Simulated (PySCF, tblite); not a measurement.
# C3H8BSi radical: geometry, infrared bands and EPR parameters

What infrared bands and EPR parameters should C3H8BSi radical (`BC1C[SiH]C1`) show?

The runs use tblite 0.8.0 and PySCF 2.14.0, with density-fitted response routines of our own; the level of theory stands in each step. All values are computed, except where a source is named. Atoms count from 0, in the outputs and in this text.

## (1) The molecule as given

13 atoms, charge 0, multiplicity 2; geometry from: force field or distance geometry start.

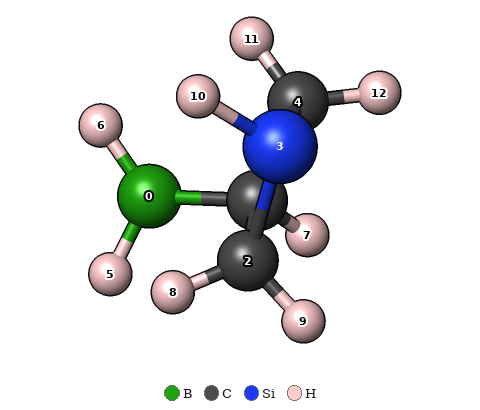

The starting geometry (boron green, carbon dark grey, silicon blue, hydrogen pink), atoms numbered; sticks join atoms by distance.

## (2) Optimising the geometry with GFN2-xTB

The job: settings as JSON, then the geometry in Å.

```
{"job": {"kind": "relax", "xc": "GFN2-xTB", "basis": "xTB"}, "charge": 0, "multiplicity": 2}
B      1.584100    -0.458400     0.346900
C      0.349900    -0.018700    -0.568300
C     -0.208400     1.267600     0.019400
Si    -1.754600     0.333000     0.391700
C     -0.818900    -0.968000    -0.568600
H      2.387600     0.388400     0.533500
H      1.588100    -1.381400     1.050100
H      0.737000     0.111900    -1.596100
H      0.379200     1.655400     0.877100
H     -0.310900     2.073700    -0.740500
H     -1.985000    -0.022000     1.811200
H     -0.626200    -1.899200    -0.019900
H     -1.326400    -1.081900    -1.554200
```

Started as:

```sh
OMP_NUM_THREADS=1 python probes_run.py task.json out
```

The driver reads the jobs from task.json and runs them one after another.

What it wrote:

```text
step      E/eV     max force
  0    -363.08711    2.650
  1    -363.27732    0.779
  2    -363.32457    0.635
  3    -363.37946    0.591
  4    -363.39548    0.461
  5    -363.40691    0.204
  6    -363.41223    0.179
  7    -363.41684    0.189
  8    -363.42038    0.161
  9    -363.42266    0.113
 10    -363.42407    0.107
 11    -363.42554    0.113
 12    -363.42752    0.135
 13    -363.42997    0.142
 14    -363.43221    0.116
 15    -363.43366    0.074
 16    -363.43451    0.072
 17    -363.43521    0.078
 18    -363.43599    0.074
 19    -363.43673    0.082
 20    -363.43729    0.066
 21    -363.43770    0.070
 22    -363.43811    0.061
 23    -363.43857    0.063
 24    -363.43902    0.060
 25    -363.43939    0.053
 26    -363.43977    0.061
 27    -363.44031    0.077
 28    -363.44120    0.114
 29    -363.44250    0.139
 30    -363.44391    0.132
 31    -363.44530    0.104
 32    -363.44668    0.107
 33    -363.44809    0.135
 34    -363.44980    0.131
 35    -363.45175    0.169
 36    -363.45321    0.190
 37    -363.45497    0.229
 38    -363.45690    0.164
 39    -363.46056    0.099
 40    -363.46189    0.109
 41    -363.46370    0.133
 42    -363.46497    0.122
 43    -363.46667    0.110
 44    -363.47026    0.100
 45    -363.47149    0.106
 46    -363.47291    0.092
 47    -363.47405    0.083
 48    -363.47544    0.094
 49    -363.47667    0.087
 50    -363.47770    0.082
 51    -363.47839    0.049
 52    -363.47872    0.042
 53    -363.47887    0.038
 54    -363.47899    0.033
 55    -363.47916    0.031
 56    -363.47931    0.026
 57    -363.47938    0.016
 58    -363.47941    0.017
 59    -363.47944    0.016
 60    -363.47949    0.019
 61    -363.47954    0.020
 62    -363.47958    0.013
 63    -363.47960    0.012
 64    -363.47963    0.013
 65    -363.47967    0.018
 66    -363.47973    0.022
 67    -363.47977    0.017
 68    -363.47981    0.016
 69    -363.47984    0.017
 70    -363.47987    0.019
 71    -363.47991    0.017
 72    -363.47994    0.015
 73    -363.47998    0.016
 74    -363.48003    0.021
 75    -363.48011    0.027
 76    -363.48020    0.033
 77    -363.48030    0.032
 78    -363.48044    0.034
 79    -363.48066    0.038
 80    -363.48094    0.046
 81    -363.48117    0.032
 82    -363.48130    0.025
 83    -363.48137    0.022
 84    -363.48144    0.024
 85    -363.48155    0.028
 86    -363.48165    0.021
 87    -363.48170    0.014
 88    -363.48171    0.006
```

It took 0.4 s on 1 thread of Arm Neoverse V1, shared host.

The steps of the relaxation: (not every step is listed)

| step | energy from step 0 (eV) | largest force (eV/Å) |
| --- | --- | --- |
| 0 | 0.0000 | 2.6495 |
| 1 | -0.1902 | 0.7792 |
| 2 | -0.2375 | 0.6345 |
| 3 | -0.2923 | 0.5909 |
| 4 | -0.3084 | 0.4610 |
| 5 | -0.3198 | 0.2042 |
| 6 | -0.3251 | 0.1786 |
| 7 | -0.3297 | 0.1891 |
| 8 | -0.3333 | 0.1607 |
| 15 | -0.3465 | 0.0744 |
| 22 | -0.3510 | 0.0610 |
| 29 | -0.3554 | 0.1392 |
| 36 | -0.3661 | 0.1900 |
| 43 | -0.3796 | 0.1101 |
| 50 | -0.3906 | 0.0820 |
| 57 | -0.3923 | 0.0164 |
| 64 | -0.3925 | 0.0130 |
| 71 | -0.3928 | 0.0170 |
| 78 | -0.3933 | 0.0338 |
| 83 | -0.3943 | 0.0222 |
| 84 | -0.3943 | 0.0239 |
| 85 | -0.3944 | 0.0280 |
| 86 | -0.3945 | 0.0208 |
| 87 | -0.3946 | 0.0137 |
| 88 | -0.3946 | 0.0058 |

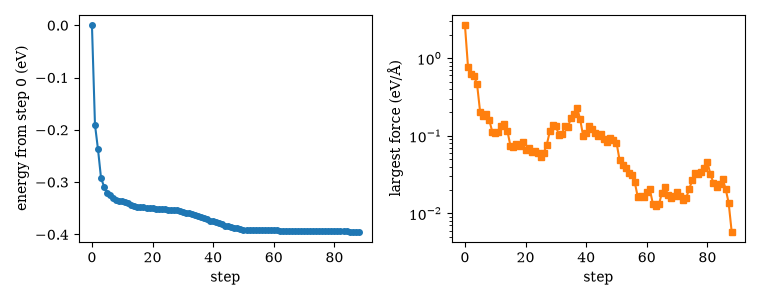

Energy and largest force along the relaxation.

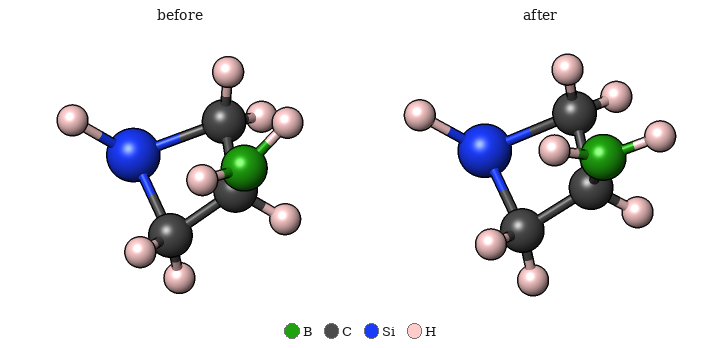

The geometry before (left) and after (right).

Distances of close pairs at the start and the end, largest changes first:

| bond | before (Å) | after (Å) | change (Å) |
| --- | --- | --- | --- |
| C2–Si3 | 1.845 | 1.914 | +0.069 |
| C1–C2 | 1.520 | 1.567 | +0.047 |
| B0–C1 | 1.598 | 1.554 | -0.044 |
| Si3–C4 | 1.868 | 1.911 | +0.043 |
| C1–C4 | 1.506 | 1.543 | +0.038 |
| C4–H12 | 1.114 | 1.088 | -0.026 |
| C2–H9 | 1.113 | 1.087 | -0.025 |
| C1–H7 | 1.106 | 1.090 | -0.016 |

The final coordinates are the input of the step that follows.

## (3) Harmonic vibrations with GFN2-xTB

The job: settings as JSON, then the geometry in Å.

```
{"job": {"kind": "ir", "xc": "GFN2-xTB", "basis": "xTB"}, "charge": 0, "multiplicity": 2}
B      1.601079    -0.306903     0.289235
C      0.378472    -0.058925    -0.637389
C     -0.158482     1.203051     0.121082
Si    -1.853814     0.340866     0.332949
C     -0.842202    -1.001500    -0.576006
H      2.608690     0.250841     0.078812
H      1.488979    -0.967401     1.250879
H      0.600131     0.205582    -1.671134
H      0.342780     1.374935     1.078461
H     -0.062260     2.117475    -0.458920
H     -2.268175     0.064988     1.717310
H     -0.661723    -1.897815     0.016311
H     -1.177865    -1.324711    -1.559318
```

What it wrote:

```text
mode    cm-1     km/mol
  1      66.3      0.89
  2     174.4     14.37
  3     341.4      0.40
  4     356.3      1.27
  5     453.2     18.85
  6     505.1     34.76
  7     511.3     26.26
  8     677.1      2.08
  9     706.5     69.21
 10     756.5     48.03
 11     771.9     66.36
 12     815.1    119.22
 13     819.2     19.34
 14     905.8      4.70
 15     943.1     21.16
 16    1008.0      5.52
 17    1086.8      2.63
 18    1096.2      8.36
 19    1147.5      2.25
 20    1173.3      2.73
 21    1186.1     31.48
 22    1234.1     38.26
 23    1303.4      7.37
 24    1469.9      0.63
 25    1478.1      0.25
 26    2170.5    406.74
 27    2619.0    123.23
 28    2650.5    164.47
 29    2916.3     35.57
 30    2974.0      7.59
 31    2983.6     60.37
 32    3005.0     35.88
 33    3009.8     51.07
```

It took 0.29 s on 1 thread of Arm Neoverse V1, shared host.

Which atoms move in the most intense modes:

| cm⁻¹ | km/mol | atoms |
| --- | --- | --- |
| 706 | 69.2 | C2 28 %, Si3 24 %, H8 16 %, C4 14 % |
| 772 | 66.4 | H5 22 %, C4 17 %, H6 13 %, B0 11 % |
| 815 | 119.2 | H5 34 %, H6 32 %, B0 24 % |
| 2170 | 406.7 | H10 97 % |
| 2619 | 123.2 | H6 68 %, H5 28 % |
| 2650 | 164.5 | H5 64 %, H6 25 %, B0 11 % |
| 2984 | 60.4 | H11 58 %, H7 30 % |
| 3010 | 51.1 | H9 53 %, H12 29 % |

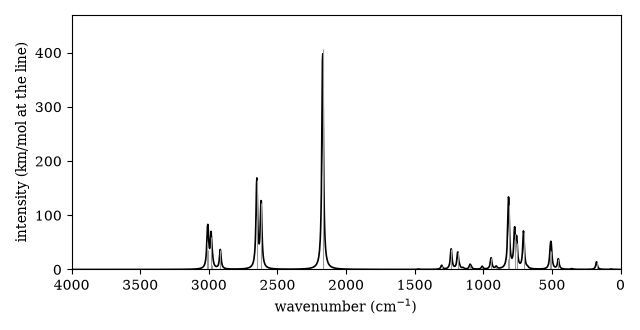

The infrared spectrum from these modes, unscaled. Lines are broadened to a width of 14 cm⁻¹ (Lorentzian).

## (4) EPR parameters: B3LYP/pcH-1

The job, as its differences from that of step 3:

```diff
@@ -1,2 +1,2 @@
-{"job": {"kind": "ir", "xc": "GFN2-xTB", "basis": "xTB"}, "charge": 0, "multiplicity": 2}
+{"job": {"kind": "epr", "basis": "pcH-1"}, "charge": 0, "multiplicity": 2}
 B      1.601079    -0.306903     0.289235
```

Level: UKS B3LYP, pcH-1 on B C H Si, non-relativistic, mean-field spin-orbit, GIAO.

What it wrote:

```text
UKS, coarse grid
  cycle   1  E = -433.34857555  |g| = 3.38e-01
  cycle   2  E = -433.26944035  |g| = 4.98e-01
  cycle   3  E = -433.40852657  |g| = 4.83e-02
  cycle   4  E = -433.40974038  |g| = 1.59e-02
  cycle   5  E = -433.40986750  |g| = 5.57e-03
  cycle   6  E = -433.40988674  |g| = 1.62e-03
  cycle   7  E = -433.40988810  |g| = 7.36e-04
UKS, final grid
  cycle   1  E = -433.40990080  |g| = 9.96e-04
  cycle   2  E = -433.40990018  |g| = 1.49e-03
  cycle   3  E = -433.40990133  |g| = 8.59e-05
  cycle   4  E = -433.40990133  |g| = 2.21e-05
E = -433.40990133 Eh   <S^2> = 0.7514 (exact 0.7500)
g shifts (ppm)      1          2          3
  rmc          -135       -135       -135
  gc             28         45         66
  oz_so         -31        842       2784
  total        -138        753       2716
hyperfine (MHz)  atom isotope    a_iso     a_fc   dipolar eigenvalues
    0   11B       5.34       5.33     -1.55     -1.01      2.56
    1   13C       2.42       2.42     -2.20     -1.77      3.97
    2   13C      11.27      11.22     -5.87     -4.76     10.63
    3  29Si    -438.69    -439.65   -165.89     82.05     83.83
    4   13C       8.71       8.65     -7.97     -6.81     14.78
    5    1H      -2.00      -2.00     -1.38     -0.46      1.84
    6    1H      -1.15      -1.15     -1.02     -0.76      1.78
    7    1H       2.46       2.46     -2.28     -0.62      2.90
    8    1H      20.73      20.72     -4.02     -0.09      4.11
    9    1H      15.05      15.05     -4.32     -2.92      7.24
   10    1H      71.53      71.52     -8.90      1.25      7.66
   11    1H      33.21      33.20     -5.00     -0.13      5.13
   12    1H      18.70      18.69     -5.07     -3.22      8.29
```

Wall time 32 s (1 thread of Arm Neoverse V1, shared host); peak memory 0.84 GiB.

Principal g values 2.00218, 2.00307, 2.00504; g(iso) = 2.00343, against 2.00232 for a free electron.

Hyperfine couplings; where a row names several nuclei, a(iso) is their mean (it holds for fast rotation or exchange) and the dipolar term the largest among them:

| nuclei | isotope | a(iso) (MHz) | a(iso) (G, at g = 2.0023) | largest dipolar term (MHz) |
| --- | --- | --- | --- | --- |
| Si3 | 29Si | -438.7 | -156.5 | -165.9 |
| H10 | 1H | 71.5 | 25.5 | -8.9 |
| H8, H11 | 1H | 27.0 | 9.6 | 5.1 |
| H9, H12 | 1H | 16.9 | 6.0 | 8.3 |
| C2, C4 | 13C | 10.0 | 3.6 | 14.8 |
| B0 | 11B | 5.3 | 1.9 | 2.6 |
| H7 | 1H | 2.5 | 0.9 | 2.9 |
| C1 | 13C | 2.4 | 0.9 | 4.0 |
| H5, H6 | 1H | -1.6 | -0.6 | 1.8 |

Mulliken spin populations:

B0 0.02; C1 0.01; C2 0.02; Si3 0.88; C4 0.03; H5 0.00; H6 0.00; H7 0.00; H8 0.01; H9 0.00; H10 0.02; H11 0.01; H12 0.00

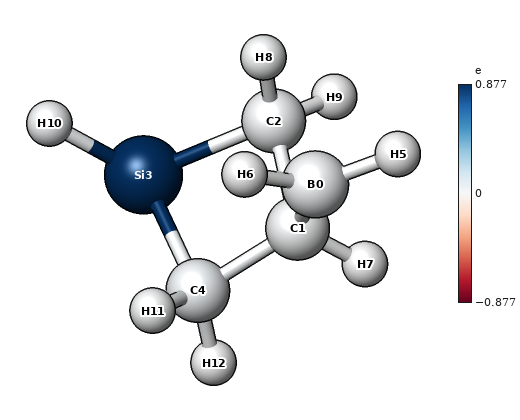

Mulliken spin populations, as colours on the atoms.

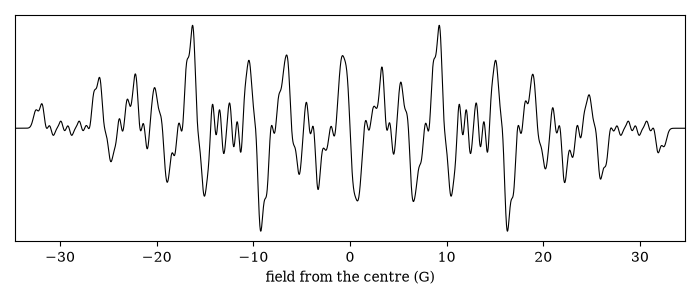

First-order isotropic spectrum (first derivative, main isotopes with spin only, couplings over 0.8 MHz, Gaussian width 0.3 G; couplings of the frozen geometry, rotation of groups not averaged beyond the rows shown).

The fields below are evaluated on a grid from the run's orbitals.

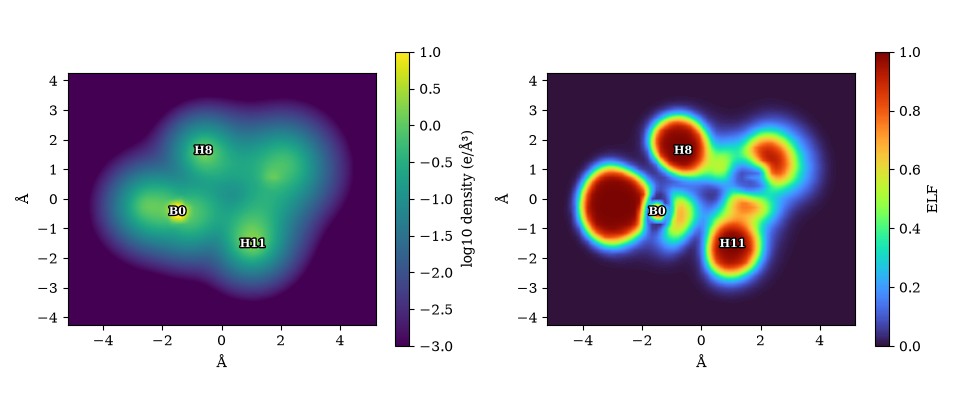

Density (left) and ELF (right) in a plane through or near 3 of the atoms.

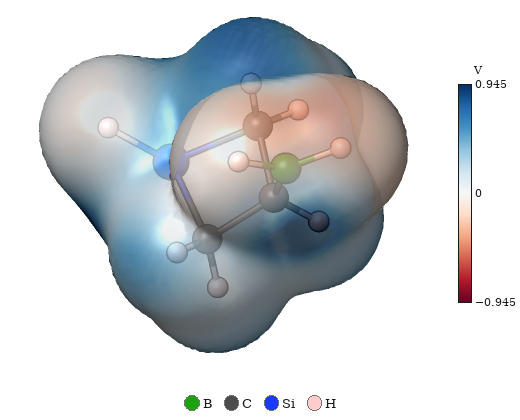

The potential that a unit positive charge feels on the 0.002 e/bohr³ surface, from -0.36 to 0.94 V.

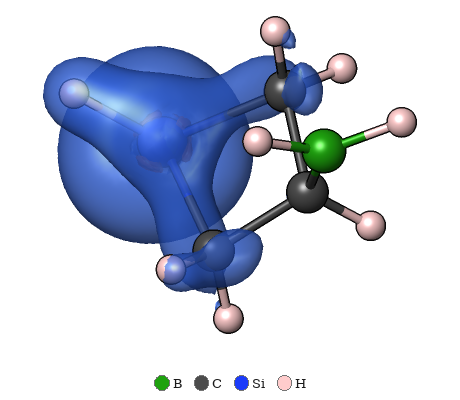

Spin density at ±0.02 e/Å³ (alpha excess blue, beta excess red).

## (5) Summary of results

```
                                                                  quantity                    value
                                 strongest single infrared mode (GFN2-xTB)    2170 cm⁻¹, 407 km/mol
                                              zero-point energy (GFN2-xTB)            61.9 kcal/mol
                                                            g(iso) (B3LYP)                  2.00343
                                                                      ⟨S²⟩       0.751 (exact 0.75)
                                        largest a(iso) (averaged by class)  29Si on Si3, -438.7 MHz
potential on the surface of density 0.002 e/bohr³, 1st and 99th percentile       -0.36 V and 0.94 V
```

In words: Relaxing lowered the energy by 0.395 eV in 88 steps; the close pair that moved most is C2–Si3, from 1.845 to 1.914 Å. No mode is imaginary among the 33: a minimum at this level. The strongest single mode, at 2170 cm⁻¹, moves mainly H10. Unscaled tight-binding wavenumbers are off by several per cent, some by more. Its intensities can rank the bands wrongly. Most of the unpaired spin sits on Si3 (0.88 e). The isotropic g lies 1.1 ppt above the free-electron value. These values are for one conformer; the search (at its own cheap level) found 1 more, at 0.31 kcal/mol, and measured spectra average over such forms.
